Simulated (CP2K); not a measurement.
# GeSe (Germanium monoselenide) at PBE0/TZV2P-MOLOPT-PBE0-GTH (core potential)

Aim: the energy change on altering one bond length of GeSe (Germanium monoselenide) at PBE0/TZV2P-MOLOPT-PBE0-GTH (core potential), from 2 runs. 

The results are computed with CP2K 2026.2.

3 further runs of the same task are left out: 1 that didn't finish, 2 set aside as unsound or not needed.

## 1. Starting point

The species is GeSe (2 atoms), meant as a singlet with charge 0. As SMILES, `[Ge-]#[Se+]`. Geometry: the measured bond length.

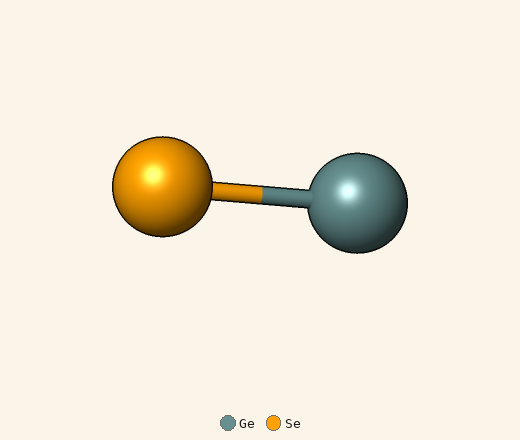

Viewed from a chosen angle; germanium teal, selenium orange.

## 2. A single-point energy at PBE0/TZV2P-MOLOPT-PBE0-GTH (core potential)

gas.inp reads:

```
&global
   project gas
   run_type ENERGY
   print_level MEDIUM
&end

&force_eval
   method QS
   &dft
      basis_set_file_name BASIS_MOLOPT_UZH
      basis_set_file_name BASIS_ADMM_UZH
      potential_file_name POTENTIAL_UZH
      &qs
         method GPW
         eps_default 1.0E-10
      &end
      &mgrid
         cutoff 400
         rel_cutoff 50
         ngrids 4
      &end
      &poisson
         periodic NONE
         poisson_solver MULTIPOLE
      &end
      &scf
         scf_guess ATOMIC
         eps_scf 1.0E-06
         max_scf 80
         added_mos 10
         &diagonalization
            algorithm STANDARD
         &end
         &mixing
            method DIRECT_P_MIXING
            alpha 0.4
         &end
      &end
      &xc
         &xc_functional
            &pbe
               scale_x 0.75
               scale_c 1.0
            &end
         &end
         &hf
            fraction 0.25
            &screening
               eps_schwarz 1.0E-09
            &end
            &memory
               max_memory 1050
            &end
         &end
      &end
      &auxiliary_density_matrix_method
         admm_type ADMMS
         exch_correction_func PBEX
      &end
      &print
         &moments
            periodic F
            reference COM
            max_moment 1
         &end
         &mo ON
            energies T
            occupation_numbers T
            ndigits 6
            &each
               qs_scf 0
            &end
            add_last NUMERIC
         &end
         &hirshfeld OFF
         &end
      &end
   &end
   &subsys
      &cell
         abc 7 7 9.1
         periodic NONE
      &end
      &coord
         Ge     0.000000     0.000000     0.000000
         Se     0.000000     0.000000     2.134629
      &end
      &topology
         &center_coordinates
         &end
      &end
      &kind Ge
         basis_set ORB TZV2P-MOLOPT-PBE0-GTH-q4
         basis_set AUX_FIT admm-tzp-q4
         potential GTH-PBE0-q4
      &end
      &kind Se
         basis_set ORB TZV2P-MOLOPT-PBE0-GTH-q6
         basis_set AUX_FIT admm-tzp-q6
         potential GTH-PBE0-q6
      &end
   &end
&end
```

Run with:

```bash
$ OMP_NUM_THREADS=1 cp2k.psmp gas.inp > gas.out
```

The log of the run:

```text
CP2K| version string:                                       CP2K version 2026.2
[...]
 GLOBAL| Method name                                                        CP2K
[...]
 GLOBAL| Run type                                                         ENERGY
[...]
 DFT| Spin restricted Kohn-Sham (RKS) calculation                            RKS
 DFT| Multiplicity                                                             1
[...]
 DFT| Charge                                                                   0
[...]
 FUNCTIONAL| PBE:
 QS| Method:                                                                 GPW
[...]
 QS| Density cutoff [a.u.]:                                                200.0
[...]
 QS| Relative density cutoff [a.u.]:                                        25.0
[...]
                             - Atoms:                                          2
[...]
                             - Spherical basis functions:                     58
[...]
 Number of electrons:                                                         10
[...]
     1 P_Mix/Diag. 0.40E+00    1.6     1.35562442       -12.3916877795 -1.24E+01
[...]
    15 DIIS/Diag.  0.12E-05    1.2     0.00000057       -13.3513818250 -1.62E-11
  *** SCF run converged in    15 steps ***
[...]
  Overlap energy of the core charge distribution:               0.00000022300918
  Self energy of the core charge distribution:                -28.63480942037535
  Core Hamiltonian energy:                                      6.28503989342767
  Hartree energy:                                              12.09489003059477
  Exchange-correlation energy:                                 -2.40988889514777
  Hartree-Fock Exchange energy:                                -0.68661365651573
  Total energy:                                               -13.35138182500723
[...]
                     Mulliken Population Analysis
 #  Atom  Element  Kind  Atomic population                           Net charge
       1     Ge       1          3.786961                              0.213039
       2     Se       2          6.213039                             -0.213039
 # Total charge                             10.000000                  0.000000
[...]
  Dipole moment [Debye]
    X= -0.1568267E-06 Y=  0.1514840E-06 Z= -0.1897408E+01  Total=      1.8974078
 ENERGY| Total FORCE_EVAL ( QS ) energy [hartree]            -13.351381825007225
[...]
```

Run time: 20 s. Hardware: 1 thread of Arm Neoverse V1, shared host; peak memory 0.55 GiB.

## 3. The distorted shape at the same level

molecule.xyz reads:

```xyz
2

Ge     0.000000     0.000000    -0.320171
Se     0.000000     0.000000     2.134629
```

qs.inp reads:

```
&global
    project qs
    run_type ENERGY
    print_level MEDIUM
&end global

&force_eval
    method QS
    &dft
        basis_set_file_name BASIS_MOLOPT_UZH
        basis_set_file_name BASIS_ADMM_UZH
        potential_file_name POTENTIAL_UZH
        &qs
            method GPW
            eps_default 1.0E-10
        &end qs
        &mgrid
            cutoff 400
            rel_cutoff 50
            ngrids 4
        &end mgrid
        &poisson
            periodic NONE
            poisson_solver MULTIPOLE
        &end poisson
        &scf
            scf_guess ATOMIC
            eps_scf 1.0E-06
            max_scf 30
            &ot
                minimizer CG
                preconditioner FULL_SINGLE_INVERSE
            &end ot
            &outer_scf
                eps_scf 1.0E-06
                max_scf 8
            &end outer_scf
        &end scf
        &xc
            &xc_functional
                &pbe
                    scale_x 0.75
                    scale_c 1.0
                &end pbe
            &end xc_functional
            &hf
                fraction 0.25
                &screening
                    eps_schwarz 1.0E-09
                &end screening
                &memory
                    max_memory 1050
                &end memory
            &end hf
        &end xc
        &auxiliary_density_matrix_method
            admm_type ADMMS
            exch_correction_func PBEX
        &end auxiliary_density_matrix_method
        &print
            &moments
                periodic F
                reference COM
                max_moment 1
            &end moments
            &mo_cubes
                nlumo 5
                nhomo -1
                write_cube F
            &end mo_cubes
            &hirshfeld OFF
            &end hirshfeld
        &end print
    &end dft
    &subsys
        &cell
            abc 7 7 9.5
            periodic NONE
        &end cell
        &topology
            coord_file_name molecule.xyz
            coord_file_format XYZ
            &center_coordinates
            &end center_coordinates
        &end topology
        &kind Ge
            basis_set ORB TZV2P-MOLOPT-PBE0-GTH-q4
            basis_set AUX_FIT admm-tzp-q4
            potential GTH-PBE0-q4
        &end kind
        &kind Se
            basis_set ORB TZV2P-MOLOPT-PBE0-GTH-q6
            basis_set AUX_FIT admm-tzp-q6
            potential GTH-PBE0-q6
        &end kind
    &end subsys
&end force_eval
```

Run with:

```bash
$ OMP_NUM_THREADS=1 cp2k.psmp -i qs.inp -o qs.out
```

The log of the run:

```text
CP2K| version string:                                       CP2K version 2026.2
[...]
 GLOBAL| Method name                                                        CP2K
[...]
 GLOBAL| Run type                                                         ENERGY
[...]
 DFT| Spin restricted Kohn-Sham (RKS) calculation                            RKS
 DFT| Multiplicity                                                             1
[...]
 DFT| Charge                                                                   0
[...]
 FUNCTIONAL| PBE:
 QS| Method:                                                                 GPW
[...]
 QS| Density cutoff [a.u.]:                                                200.0
[...]
 QS| Relative density cutoff [a.u.]:                                        25.0
[...]
                             - Atoms:                                          2
[...]
                             - Spherical basis functions:                     58
[...]
 Number of electrons:                                                         10
[...]
     1 OT CG       0.80E-01    1.7     0.16909284       -12.4451235859 -1.24E+01
[...]
     7 OT CG       0.17E+00    1.3     0.00000082       -13.3205367977 -9.62E-11
  *** SCF run converged in     7 steps ***
[...]
  Overlap energy of the core charge distribution:               0.00000000128820
  Self energy of the core charge distribution:                -28.63480942037535
  Core Hamiltonian energy:                                      6.09232837950865
  Hartree energy:                                              12.23647042459587
  Exchange-correlation energy:                                 -2.35025381561922
  Hartree-Fock Exchange energy:                                -0.66427236707981
  Total energy:                                               -13.32053679768165
[...]
                     Mulliken Population Analysis
 #  Atom  Element  Kind  Atomic population                           Net charge
       1     Ge       1          3.744519                              0.255481
       2     Se       2          6.255481                             -0.255481
 # Total charge                             10.000000                  0.000000
[...]
  Dipole moment [Debye]
    X= -0.2203207E-05 Y=  0.2139475E-05 Z= -0.3180210E+01  Total=      3.1802097
[...]
 HOMO - LUMO gap [eV] :    3.715557
 ENERGY| Total FORCE_EVAL ( QS ) energy [hartree]            -13.320536797681655
[...]
```

Run time: 78 s. Hardware: 1 thread of Arm Neoverse V1, shared host; peak memory 0.55 GiB.

## 4. Outcome

At PBE0/TZV2P-MOLOPT-PBE0-GTH (core potential):

```
                                                           quantity         value
                                          first shape: total energy  -13.35138 Eh
                                         first shape: dipole moment        1.90 D
                                           first shape: HOMO energy      -7.34 eV
                                           first shape: LUMO energy      -2.28 eV
                                         first shape: HOMO–LUMO gap       5.06 eV
                                      distorted shape: total energy  -13.32054 Eh
                                     distorted shape: dipole moment        3.18 D
                                       distorted shape: HOMO energy      -6.67 eV
                                       distorted shape: LUMO energy      -2.95 eV
                                     distorted shape: HOMO–LUMO gap       3.72 eV
energy change with the Ge1–Se2 bond stretched from 2.135 to 2.455 Å      0.839 eV
```

What this shows: With the Ge1–Se2 bond stretched from 2.135 to 2.455 Å the energy rises by 0.84 eV (81.0 kJ/mol). The first shape isn't relaxed at this level, so the change isn't measured from a minimum.
